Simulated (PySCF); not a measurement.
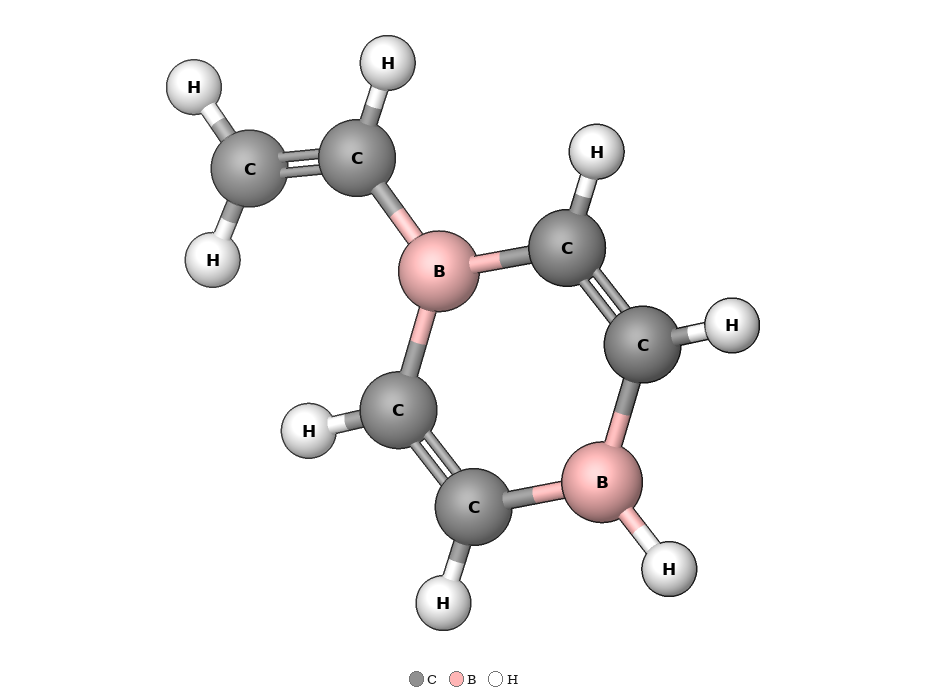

Rendered structure (ball-and-stick style). Multiple sticks mark multiple bonds (one Kekulé form).

Computed geometry: PBE0-D3(BJ)/def2-SVP optimisation. No frequency run is at hand to confirm it as a minimum.

Question: What is the molecular formula?

Answer: C₆H₈B₂, 16 atoms: 6 carbon, 8 hydrogen and 2 boron.

Question: Name some functional groups or characteristic bonds that it holds.

Answer: Among them: alkene, B–H bond.

Question: What is its SMILES?

Answer: C=CB1C=CBC=C1

Question: Count the bonded pairs by element.

Answer: 7 C–H, 5 C–B, 3 C–C, 1 B–H.

The parts below concern this one geometry. Atoms keep their numbers from picture to picture.

**NMR shielding**

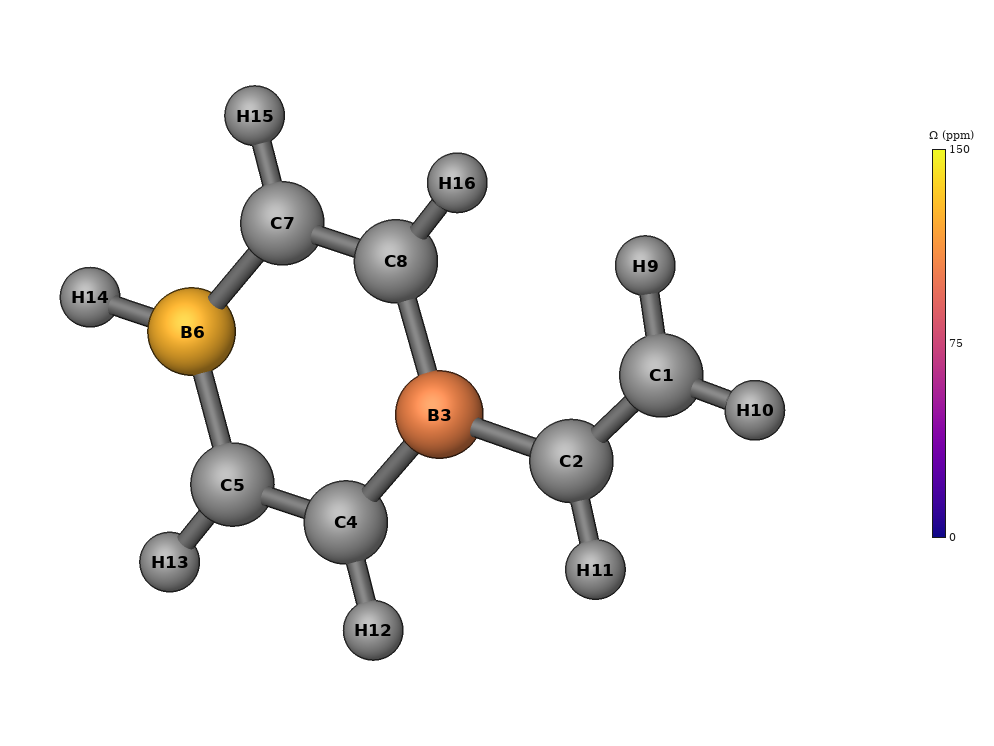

The B atoms are coloured by the span of their shielding tensor. No frequency run is at hand to confirm it as a minimum. Method: GIAO mPW1PW91/pcSseg-1 NMR shielding, non-relativistic, gas phase (PySCF 2.14.0). Principal shieldings σ11 ≤ σ22 ≤ σ33, span Ω = σ33 − σ11, skew κ = 3(σiso − σ22)/Ω.

Question: Which B atom has the most anisotropic shielding?

Answer: B6, with a span of 126 ppm.

Give the shielding tensors of the B atoms.

```
atom   σ11   σ22    σ33  σiso      Ω     κ
  B3  13.2  28.7  118.9  53.6  105.7  0.71
  B6  −7.0  10.4  118.8  40.7  125.7  0.72
```

Shieldings and span in ppm.

**Charges**

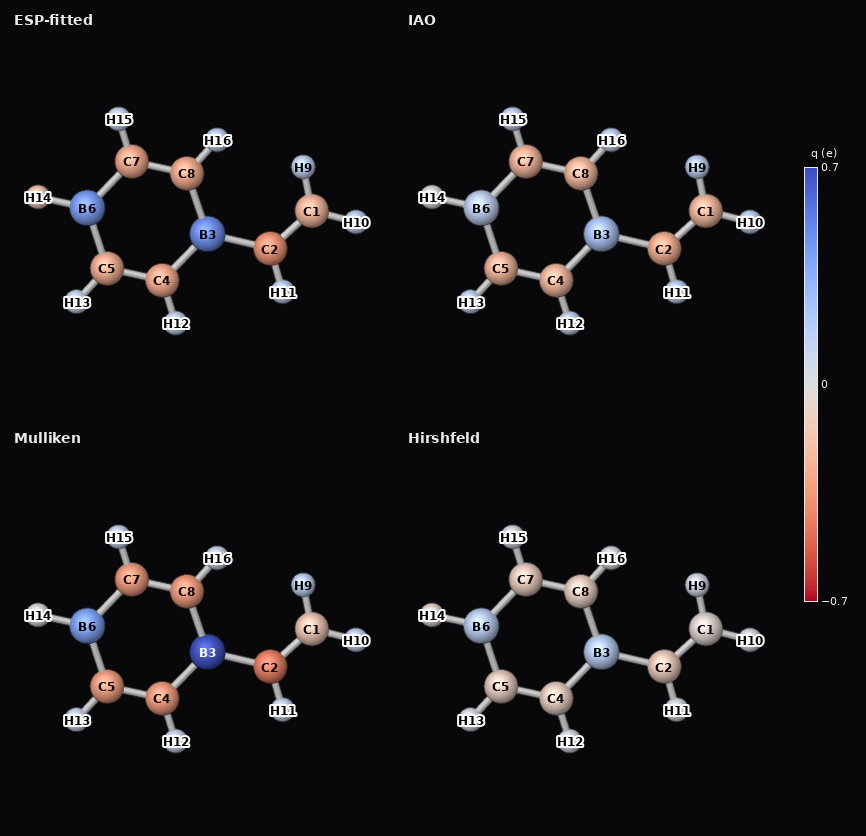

Atomic charges of one calculation by 4 schemes, on one colour scale. No frequency run is at hand to confirm it as a minimum. Method: PBE0/pcSseg-1 (PySCF 2.14.0).

Question: On which atom do the schemes disagree most?

Answer: On B3 (from 0.16 to 0.67 e).

List the charges (e), one line for each set of equivalent atoms.

```tsv
atom	ESP-fitted	IAO	Mulliken	Hirshfeld
C1	−0.22	−0.21	−0.14	−0.04
C2	−0.35	−0.25	−0.42	−0.11
B3	0.46	0.22	0.67	0.16
C4	−0.27	−0.21	−0.33	−0.09
C5	−0.25	−0.23	−0.32	−0.10
B6	0.40	0.13	0.39	0.15
C7	−0.27	−0.23	−0.33	−0.10
C8	−0.27	−0.21	−0.33	−0.09
H9	0.13	0.14	0.13	0.05
H10	0.16	0.15	0.13	0.05
H11	0.15	0.14	0.11	0.04
H12	0.12	0.14	0.10	0.04
H13	0.12	0.14	0.11	0.04
H14	−0.16	0.00	0.00	−0.07
H15	0.12	0.14	0.11	0.04
H16	0.14	0.13	0.11	0.04
```

**Polarisability**

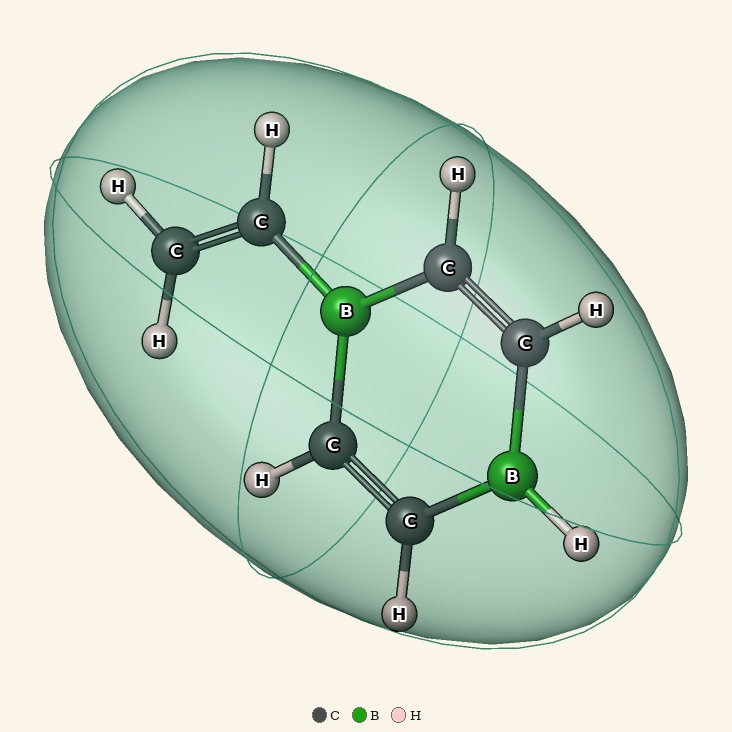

The ellipsoid shows the static dipole polarisability: its half-axes are proportional to the principal values. No frequency run is at hand to confirm it as a minimum. Computed with PBE0/def2-SVPD (PySCF 2.14.0).

Question: How large and how anisotropic is the polarisability?

Answer: Principal values 58.8, 95.3, 152.3 bohr³; mean 102.1 bohr³ (15.14 Å³); anisotropy 81.6 bohr³, so the longest axis is 2.59 times the shortest.

**Spin–spin coupling**

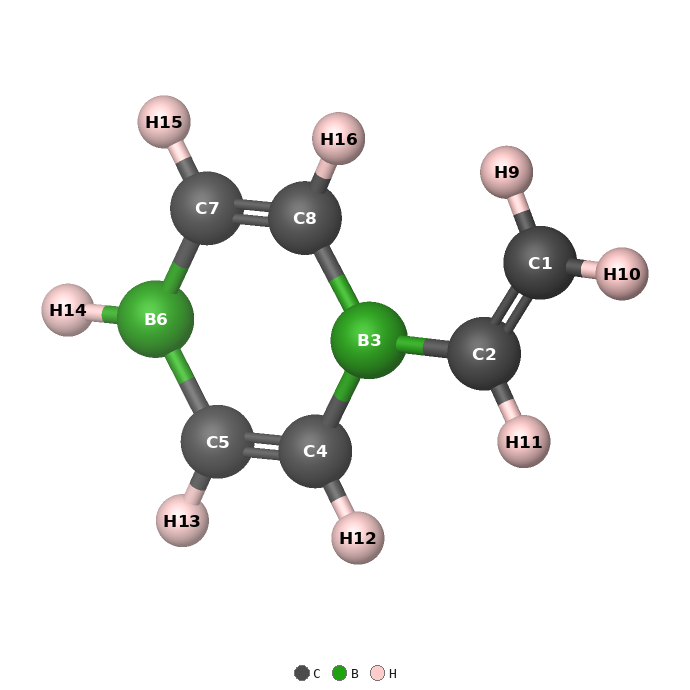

No frequency run is at hand to confirm it as a minimum. Level of theory: B3LYP/pcJ-1 indirect spin-spin coupling, non-relativistic, gas phase (PySCF 2.14.0). Isotopes: 11B, 13C, 1H.

Give the spin–spin coupling constants of these pairs, with the number of bonds between them: C5/B6, B6/C7, B6/H14, B3/C7, B6/C8, B3/H9, B6/H16.

```
   pair  bonds apart  J (Hz)
 C5, B6            1    65.1
 B6, C7            1    65.3
B6, H14            1   130.5
 B3, C7            2     3.2
 B6, C8            2     3.3
 B3, H9            3     5.8
B6, H16            3     8.9
```

Mulliken values depend strongly on the basis set and can even reverse the polarity of a bond.
